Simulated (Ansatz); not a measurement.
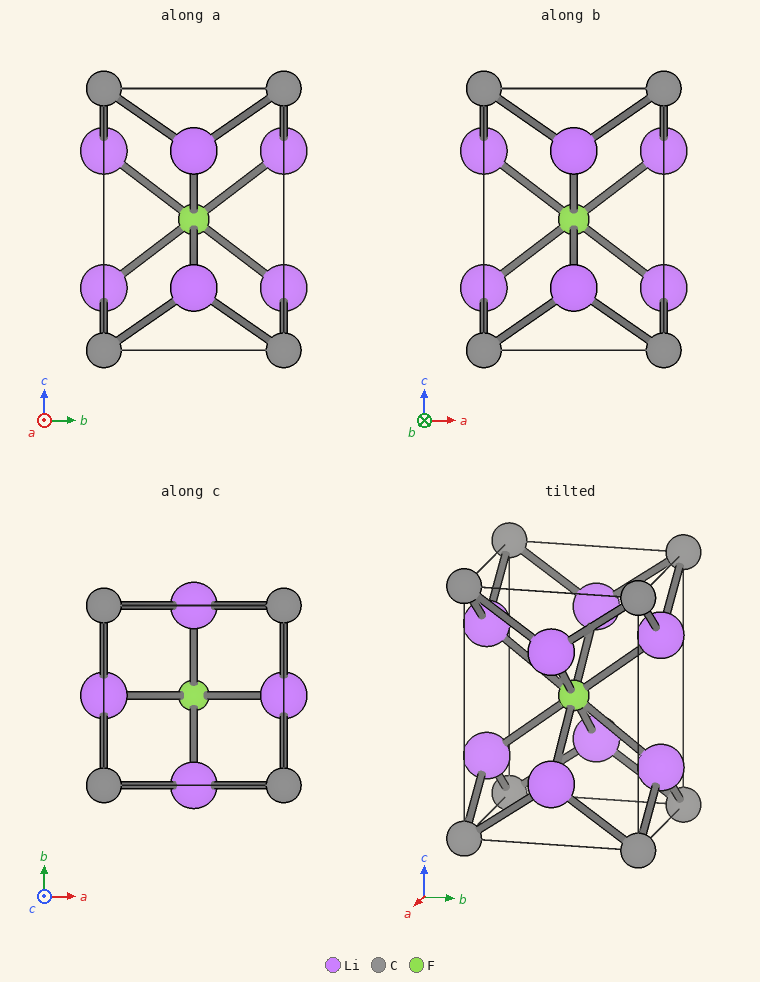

View along the a axis, along the b axis, along the c axis and slightly off an axis, drawn as a ball-and-stick model. Lines trace the edges of the conventional unit cell.

Lattice parameters: a = 3.5289 Å, b = 3.5289 Å, c = 5.1368 Å, α = 90.000°, β = 90.000°, γ = 90.000°.

**Set out the cell and atoms as a CIF in P1 with every atom of the cell, with free fractional coordinates to two decimals.**

```cif
data_structure
_symmetry_space_group_name_H-M 'P 1'
_symmetry_Int_Tables_number 1
_cell_length_a 3.5289
_cell_length_b 3.5289
_cell_length_c 5.1368
_cell_angle_alpha 90.000
_cell_angle_beta 90.000
_cell_angle_gamma 90.000
_cell_volume 63.97
loop_
_atom_site_label
_atom_site_type_symbol
_atom_site_fract_x
_atom_site_fract_y
_atom_site_fract_z
_atom_site_occupancy
Li1 Li 0.50 0.00 0.24 1
Li2 Li 0.00 0.50 0.76 1
Li3 Li 0.50 0.00 0.76 1
Li4 Li 0.00 0.50 0.24 1
C1 C 0.00 0.00 0.00 1
F1 F 0.50 0.50 0.50 1
```

Starting structure: a structure type filled with these elements by a generator (whether the compound takes this form wasn't checked). The final geometry of a relaxation with DFT PBE, scalar-relativistic, plane waves, PAW in Ansatz is shown.
